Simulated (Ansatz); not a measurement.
# AlH3 (triplet): correlated methods under varied settings

What do other methods and options give for AlH3 (triplet) at this geometry, and how long do they take?

Program: Ansatz 0.2.0, Gaussian basis. Level of theory: the settings change from run to run. These are calculated values, not measurements.

20 further runs of the same task are left out: 3 for a known fault of the program, 5 that didn't finish, 12 set aside as unsound or not needed.

### 1 The system

The geometry is a PBE0/def2-TZVPD stationary point (not a proven minimum) of the parent state, kept for this charge and spin.

4 atoms, charge 0, spin multiplicity 3.

Atoms are counted from 1 here; the program's logs count them from 0.

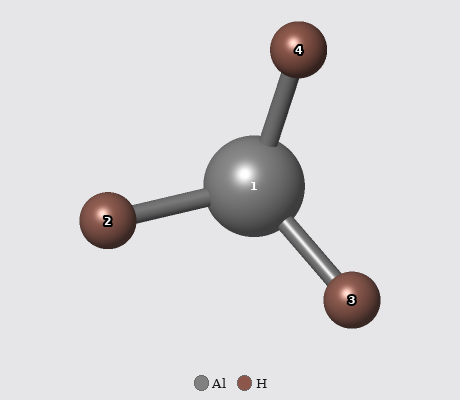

The structure; aluminium grey, hydrogen brown; atoms are numbered from 1 in the order of the file.

### 2 CCSDT(Q) on ROHF/STO-3G

in.yaml

```yaml
crystal:
  periodic: [false, false, false]
  atoms:
    - {symbol: Al, position_ang: [0.000089, -0.000115, -0.050932]}
    - {symbol: H, position_ang: [1.559162, 0.012743, 0.457166]}
    - {symbol: H, position_ang: [-0.790913, 1.346129, 0.450047]}
    - {symbol: H, position_ang: [-0.770631, -1.355790, 0.456190]}
basis:
  gaussian: {orbitals: STO-3G}
magnetization: {spin_polarized: false, initial_magnetization: 2}
correlation: {method: ccsdt_q, electrons: all}
accuracy: high
scf: {lower_state_search: full}
```

Started as:

```console
ansatz run in.yaml --threads 1 --pin off --events-out ev --progress --plain --max-ram 2393MiB
```

Output (excerpt; [...] marks lines left out):

```text
Functional definition: HF
  name "HF"
  cite "Fock, Z. Phys. 61, 126 (1930) doi:10.1007/BF01340294"
  parent pbe
[...]
183 factors; integrals over basis functions are off by at most 1.0e-8 eV
[...]
mean field -6543.61235659 eV, -240.4733186849 hartree, gradient 9.0e-8 eV, S^2 2.000000; 11 other end points of the search recorded, 0 dependent functions left out
[...]
determinant -6543.61235659 eV, -240.4733186849 hartree, with singles and doubles -6545.24416109 eV, -240.5332863943 hartree
determinant -6543.29660331 eV, -240.4617149660 hartree, with singles and doubles -6545.26657031 eV, -240.5341099180 hartree
determinant -6543.61235659 eV, -240.4733186849 hartree, with singles and doubles -6545.24445175 eV, -240.5332970759 hartree
determinant -6543.29660331 eV, -240.4617149660 hartree, with singles and doubles -6545.26652404 eV, -240.5341082176 hartree
[...]
reference -6543.29660331 eV, -240.4617149660 hartree; 9, 7 occupied and 3, 5 virtual orbitals, 183 factors
second order -1.12834466 eV of doubles, -0.18659758 eV of singles
cycle   1  -1.67204503 eV  change   -4.0e-1 eV  update   6.7e-2
[...]
cycle  22  -2.00848137 eV  change   4.4e-11 eV  update  5.6e-10
perturbative correction -0.00093950 eV, -0.0000345261 hartree
WARN: these amplitudes may be one of several solutions (largest doubles amplitude 0.11, level shift 0.99 eV)
Total energy: -6545.30602419 eV, -240.5355598213 hartree
```

It took 4.4 s on 1 thread of Arm Neoverse V1, shared host.

From the report: correlation -2.0094 eV; T1 0.019; largest double amplitude 0.11. The report flags that the cluster equations may have other roots.

### 3 CCSD(T)/def2-mTZVP

in.yaml: that of step 2 with these lines changed.

```diff
@@ -8,6 +8,7 @@
 basis:
-  gaussian: {orbitals: STO-3G}
+  gaussian: {orbitals: def2-mTZVP, point_charges: [{charge: 0.50, position_ang: [6.401, 0.598, 0.374]}]}
 magnetization: {spin_polarized: false, initial_magnetization: 2}
-correlation: {method: ccsdt_q, electrons: all}
+hamiltonian: {xc: {name: PBE}}
+correlation: {method: ccsd_t, electrons: all, diis_vectors: 12}
 accuracy: high
-scf: {lower_state_search: full}
+scf: {omitted_lower_state_checks: [cluster_reference]}
```

The command is unchanged.

Output (excerpt; [...] marks lines left out):

```text
Functional definition: PBE
  name "PBE"
  cite "Perdew, Burke & Ernzerhof, Phys. Rev. Lett. 77, 3865 (1996) doi:10.1103/PhysRevLett.77.3865"
  parent pbe
[...]
577 factors; integrals over basis functions are off by at most 3.6e-9 eV
[...]
mean field -6636.74130689 eV, -243.8957444833 hartree, gradient 3.4e-8 eV, S^2 2.000000; 7 other end points of the search recorded, 0 dependent functions left out
reference -6624.59118372 eV, -243.4492356924 hartree; 9, 7 occupied and 22, 24 virtual orbitals, 577 factors
second order -3.62939406 eV of doubles, -0.40469223 eV of singles
cycle   1  -4.35966426 eV  change   -3.2e-1 eV  update   6.4e-2
[...]
cycle  28  -4.60654721 eV  change  -6.2e-10 eV  update  6.3e-10
perturbative correction -0.09557407 eV, -0.0035122824 hartree
Total energy: -6629.29330500 eV, -243.6220354623 hartree
Checks for a lower state left out: cluster_reference
```

Wall time 6.5 s (1 thread of Arm Neoverse V1, shared host).

From the report: correlation -4.7021 eV; T1 0.064; largest double amplitude 0.06. The orbitals are Kohn-Sham ones, so correlation energy and T1 don't compare with those on Hartree-Fock orbitals.

### 4 NEVPT4(SD)(6,6)/6-31G*

in.yaml

```yaml
crystal:
  periodic: [false, false, false]
  atoms:
    - {symbol: Al, position_ang: [0.000089, -0.000115, -0.050932]}
    - {symbol: H, position_ang: [1.559162, 0.012743, 0.457166]}
    - {symbol: H, position_ang: [-0.790913, 1.346129, 0.450047]}
    - {symbol: H, position_ang: [-0.770631, -1.355790, 0.456190]}
basis:
  gaussian: {orbitals: "6-31G*"}
magnetization: {spin_polarized: false, initial_magnetization: 2}
correlation: {method: fic_nevpt4_sd, electrons: outside_noble_gas, active_space: {window: {electrons: 6, orbitals: 6}}}
scf: {lower_state_search: light}
```

The command is unchanged.

Output (excerpt; [...] marks lines left out):

```text
Functional definition: HF
  name "HF"
  cite "Fock, Z. Phys. 61, 126 (1930) doi:10.1007/BF01340294"
  parent pbe
[...]
261 factors; integrals over basis functions are off by at most 6.1e-4 eV
[...]
mean field -6624.78815889 eV, -243.4564743964 hartree, gradient 2.0e-6 eV, S^2 2.000000; 4 other end points of the search recorded, 0 dependent functions left out
reference -6624.78815889 eV, -243.4564743964 hartree; 9, 7 occupied and 16, 18 virtual orbitals, 261 factors
state -6625.71361793 eV, -243.4904843889 hartree
state -6625.71361793 eV, -243.4904843889 hartree; corrected -6626.67638133 eV, -243.5258652914 hartree
state -6625.54400328 eV, -243.4842511657 hartree
state -6625.54400328 eV, -243.4842511657 hartree; corrected -6626.73841085 eV, -243.5281448341 hartree
state -6625.54400328 eV, -243.4842511657 hartree; corrected -6626.73841085 eV, -243.5281448341 hartree
the orbitals are reached from a further start. From the first start the search ends at -6625.71361340 eV, -243.4904842226 hartree
WARN: the results are in doubt because another end's mean lies 0.170 eV lower, and its corrected mean 0.062 eV higher
Total energy: -6626.73841085 eV, -243.5281448341 hartree
In doubt: another end's mean lies 0.170 eV lower, and its corrected mean 0.062 eV higher
```

It took 1.2 s on 1 thread of Arm Neoverse V1, shared host.

From the report: 192 determinants; active occupations 2.00, 1.93, 1.02, 0.99, 0.04, 0.03. The program marks this result as in doubt; its last lines say why.

### 5 CISD/cc-pVTZ

in.yaml

```yaml
crystal:
  periodic: [false, false, false]
  atoms:
    - {symbol: Al, position_ang: [0.000089, -0.000115, -0.050932]}
    - {symbol: H, position_ang: [1.559162, 0.012743, 0.457166]}
    - {symbol: H, position_ang: [-0.790913, 1.346129, 0.450047]}
    - {symbol: H, position_ang: [-0.770631, -1.355790, 0.456190]}
basis:
  gaussian: {orbitals: cc-pVTZ}
magnetization: {spin_polarized: false, initial_magnetization: 2}
hamiltonian: {pseudopotentials: {relativity: none}}
correlation: {active_space: {ras: {orbitals: [2, 2, 67], electrons: 6, max_holes: 2, max_particles: 2}, fixed_orbitals: true}}
accuracy: high
scf: {lower_state_search: full}
```

Same command.

Output:

```text
Functional definition: HF
  name "HF"
  cite "Fock, Z. Phys. 61, 126 (1930) doi:10.1007/BF01340294"
  parent pbe
  exchange = exact_x
  correlation = 0
1232 factors; integrals over basis functions are off by at most 3.1e-9 eV
mean field evaluation 1: about -6624.3959 eV, gradient 9.2e0 eV
mean field evaluation 2: about -6624.4000 eV, gradient 9.2e0 eV
mean field evaluation 4: about -6625.4954 eV, gradient 2.5e0 eV
mean field evaluation 8: about -6625.6623 eV, gradient 3.5e-1 eV
mean field evaluation 16: about -6625.6657 eV, gradient 8.3e-8 eV
mean field evaluation 32: about -6625.6656 eV, gradient 5.3e-2 eV
mean field evaluation 64: about -6625.6652 eV, gradient 1.4e-1 eV
mean field evaluation 96: about -6625.2621 eV, gradient 1.1e-2 eV
mean field -6625.66570201 eV, -243.4887235114 hartree, gradient 2.2e-8 eV, S^2 2.000000; 8 other end points of the search recorded, 0 dependent functions left out
reference -6625.66570201 eV, -243.4887235114 hartree; 9, 7 occupied and 67, 69 virtual orbitals, 1232 factors
state -6628.42279085 eV, -243.5900446574 hartree
Total energy: -6628.42279085 eV, -243.5900446574 hartree
```

Run time: 8 s. Hardware: 1 thread of Arm Neoverse V1, shared host; peak memory 0.31 GiB.

From the report: 177,231 determinants.

### 6 BCCD(T)/aug-cc-pVDZ

in.yaml

```yaml
crystal:
  periodic: [false, false, false]
  atoms:
    - {symbol: Al, position_ang: [0.000089, -0.000115, -0.050932]}
    - {symbol: H, position_ang: [1.559162, 0.012743, 0.457166]}
    - {symbol: H, position_ang: [-0.790913, 1.346129, 0.450047]}
    - {symbol: H, position_ang: [-0.770631, -1.355790, 0.456190]}
basis:
  gaussian: {orbitals: aug-cc-pVDZ}
magnetization: {spin_polarized: true, initial_magnetization: 2}
hamiltonian: {xc: {name: PBE}}
correlation: {method: bccd_t, electrons: outside_noble_gas}
```

The command is unchanged.

Output (excerpt; [...] marks lines left out):

```text
Functional definition: PBE
  name "PBE"
  cite "Perdew, Burke & Ernzerhof, Phys. Rev. Lett. 77, 3865 (1996) doi:10.1103/PhysRevLett.77.3865"
  parent pbe
[...]
522 factors; integrals over basis functions are off by at most 4.8e-4 eV
[...]
mean field -6636.68363293 eV, -243.8936250045 hartree, gradient 5.2e-6 eV, S^2 2.004277; 6 other end points of the search recorded, 0 dependent functions left out
5 core orbitals not correlated: weight in the atoms' cores, before any rotation towards them, 1.000 or more for the frozen orbitals, at most 0.000 for the correlated occupied ones
reference -6624.74082730 eV, -243.4547349925 hartree; 4, 2 occupied and 45, 47 virtual orbitals, 522 factors
second order -2.27100480 eV of doubles, -0.24826821 eV of singles
cycle   1  -2.97926427 eV  change   -4.6e-1 eV  update   6.5e-2
[...]
cycle  12  -3.16655988 eV  change    4.2e-6 eV  update   4.9e-6
perturbative correction -0.08277800 eV, -0.0030420353 hartree
Total energy: -6627.99016517 eV, -243.5741459569 hartree
```

Wall time 7 s (1 thread of Arm Neoverse V1, shared host).

From the report: ⟨S²⟩ of the determinant 2.004 (pure triplet: 2.00); correlation -3.2493 eV; largest double amplitude 0.06.

### 7 CCSDT(Q)/def2-SVPD

in.yaml

```yaml
crystal:
  periodic: [false, false, false]
  atoms:
    - {symbol: Al, position_ang: [0.000089, -0.000115, -0.050932]}
    - {symbol: H, position_ang: [1.559162, 0.012743, 0.457166]}
    - {symbol: H, position_ang: [-0.790913, 1.346129, 0.450047]}
    - {symbol: H, position_ang: [-0.770631, -1.355790, 0.456190]}
basis:
  gaussian: {orbitals: def2-SVPD}
magnetization: {spin_polarized: false, initial_magnetization: 2}
hamiltonian: {xc: {name: B3LYP}, pseudopotentials: {relativity: scalar}}
correlation: {method: ccsdt_q, electrons: valence}
output: {forces: true}
```

Same command.

Output (excerpt; [...] marks lines left out):

```text
Functional definition: B3LYP
  name "B3LYP"
  cite "Stephens, Devlin, Chabalowski & Frisch, J. Phys. Chem. 98, 11623 (1994) doi:10.1021/j100096a001"
  cite "Becke, Phys. Rev. A 38, 3098 (1988) doi:10.1103/PhysRevA.38.3098"
  cite "Lee, Yang & Parr, Phys. Rev. B 37, 785 (1988) doi:10.1103/PhysRevB.37.785"
  cite "Vosko, Wilk & Nusair, Can. J. Phys. 58, 1200 (1980) doi:10.1139/p80-159"
[...]
765 factors; integrals over basis functions are off by at most 2.2e-7 eV
[...]
mean field -6649.95042416 eV, -244.3811705898 hartree, gradient 2.3e-6 eV, S^2 2.000000; 7 other end points of the search recorded, 0 dependent functions left out
[...]
5 core orbitals not correlated: weight in the atoms' cores, before any rotation towards them, 1.000 or more for the frozen orbitals, at most 0.000 for the correlated occupied ones
reference -6633.46135329 eV, -243.7752084117 hartree; 4, 2 occupied and 39, 41 virtual orbitals, 765 factors
second order -2.24975500 eV of doubles, -0.27929027 eV of singles
cycle   1  -2.95375370 eV  change   -4.2e-1 eV  update   6.7e-2
[...]
cycle  19  -3.26571483 eV  change    2.8e-7 eV  update   1.4e-7
perturbative correction -0.00287651 eV, -0.0001057098 hartree
[...]
WARN: the results are in doubt because the forces break the atoms' symmetry
Total energy: -6636.72994463 eV, -243.8953269280 hartree
Relativity: scalar
Atom 0 at     0.000089    -0.000115    -0.050932 Å, force     1.208628     2.121723    -1.580878 eV/Å
Atom 1 at     1.559162     0.012743     0.457166 Å, force    -0.155912    -0.674574     0.263429 eV/Å
Atom 2 at    -0.790913     1.346129     0.450047 Å, force    -0.500304    -0.479172     0.262390 eV/Å
Atom 3 at    -0.770631    -1.355790     0.456190 Å, force    -0.552412    -0.967977     1.055058 eV/Å
Dipole moment:    -0.149416    -0.262515     0.154559 e Å
In doubt: the forces break the atoms' symmetry
```

Wall time 95 s (1 thread of Arm Neoverse V1, shared host); peak memory 1.2 GiB.

From the report: correlation -3.2686 eV; T1 0.035; largest double amplitude 0.07. The orbitals are Kohn-Sham ones, so correlation energy and T1 don't compare with those on Hartree-Fock orbitals. Mind the lines of doubt at the end of the log.

### 8 The runs in one table

Where basis and cores are those of an earlier UCCSDT(Q)/aug-cc-pVDZ run (-6628.1045 eV), and the state is the same kind, the miss against it is given. † marks a result that the program doubts.

| level | correlated | functions | energy (eV) | from UCCSDT(Q) (meV) | time |
| --- | --- | --- | --- | --- | --- |
| CCSDT(Q) on ROHF/STO-3G † | all | 12 | -6545.3060 |  | 4.4 s |
| CCSD(T)/def2-mTZVP (beside a point charge, on PBE orbitals) | all | 31 | -6629.2933 |  | 6.5 s |
| NEVPT4(SD)(6,6)/6-31G* † | outside noble gas | 25 | -6626.7384 |  | 1.2 s |
| CISD/cc-pVTZ | valence | 76 | -6628.4228 |  | 8 s |
| BCCD(T)/aug-cc-pVDZ (on PBE orbitals) | outside noble gas | 54 | -6627.9902 | 114.3 | 7 s |
| CCSDT(Q)/def2-SVPD (on B3LYP orbitals, relativity set) † | valence | 48 | -6636.7299 |  | 95 s |

### 9 Summary of results

| quantity | value |
| --- | --- |
| runs | 6 |
| quickest | NEVPT4(SD)(6,6)/6-31G* †, 1.2 s |
| slowest | CCSDT(Q)/def2-SVPD (on B3LYP orbitals, relativity set) †, 95 s |

**Reading.** Total energies in different bases, with other cores or another treatment of relativity can't be set against each other. CCSDT(Q)/def2-SVPD (on B3LYP orbitals, relativity set) † took 81 times as long as NEVPT4(SD)(6,6)/6-31G* †; the jobs differ in more than the method. Cores frozen from Kohn-Sham orbitals shift the total energy.
